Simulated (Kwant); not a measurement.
Device: wire with a row of barriers in a GaAs two-dimensional gas. Effective mass 0.067 mₑ, grid spacing 2.7 nm, hard walls, nominal width 80 nm (29 grid rows, so walls 81 nm apart), one parabolic valley, scattering region 270 nm long along x; energies count from the band bottom; Fermi energy swept from 0.00070155 to 0.0083309 eV. 2 barrier(s) across the wire, height 0.14 eV, thickness 8.1 nm (about 3 grid columns), spaced by 21.6 nm.

Constants are typed, rounded textbook-type inputs, not results; the design itself was drawn at random and stands for no fabricated device.

Model: effective-mass tight-binding model on a square grid, one spin, coherent transport at 0 K (Kwant). Conductance is in e²/h.

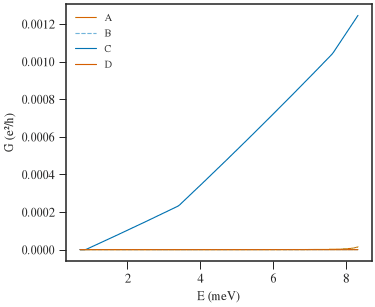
G (e²/h) of 4 runs

```csv
E (meV),A,B,C,D
0.7016,0,0,0,0
1.133,5.0e-10,< 1e-12,2.5e-5,< 1e-12
1.565,1.6e-9,< 1e-12,6.3e-5,< 1e-12
2.045,3.3e-9,< 1e-12,0.00011,< 1e-12
2.477,5.5e-9,< 1e-12,0.00015,< 1e-12
2.909,8.7e-9,< 1e-12,0.00019,< 1e-12
3.389,1.4e-8,< 1e-12,0.00023,< 1e-12
3.821,2.2e-8,1.6e-12,0.00031,< 1e-12
4.252,3.3e-8,3.1e-12,0.00039,< 1e-12
4.732,5.2e-8,6.7e-12,0.00048,< 1e-12
5.164,8.0e-8,1.4e-11,0.00056,< 1e-12
5.596,1.2e-7,2.9e-11,0.00064,< 1e-12
6.076,2.1e-7,7.4e-11,0.00073,< 1e-12
6.508,3.4e-7,1.9e-10,0.00082,< 1e-12
6.939,6.0e-7,5.5e-10,0.00090,< 1e-12
7.419,1.3e-6,2.4e-9,0.00100,4.6e-12
7.851,3.1e-6,1.3e-8,0.0011,6.0e-11
8.331,1.4e-5,3.0e-7,0.0012,6.2e-9
```

Question: Column A is the base. The others each differ by one change: number of barriers 2 → 1; number of barriers 2 → 3; number of barriers 2 → 4. Which is which?

Answer: B: number of barriers 2 → 3; C: number of barriers 2 → 1; D: number of barriers 2 → 4.
